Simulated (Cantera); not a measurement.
Feed: 1 mol Cr₂O₃, a varied amount of H₂, 11 mol N₂, equilibrated at 1100 K and 6.60 bar.

These are equilibrium values from Cantera (NASA tables, ideal gas, pure condensed phases), not measurements of a reactor. Candidate condensed phases: Cr, CrN, Cr₂N, Cr₂O₃, H₂O; 29 gas species. Mutual solubility and eutectic melting of coexisting phases are not modelled. Kinetics and transport are ignored.

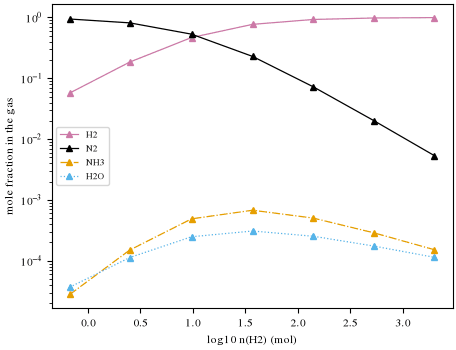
*Equilibrium gas composition (values under 1e-9 drawn at 1e-9)*

Problem. Read off the mole fractions at 37 mol H₂.

Solution. H₂ about 0.77, N₂ about 0.23, NH₃ about 0.00068, H₂O about 0.00031.
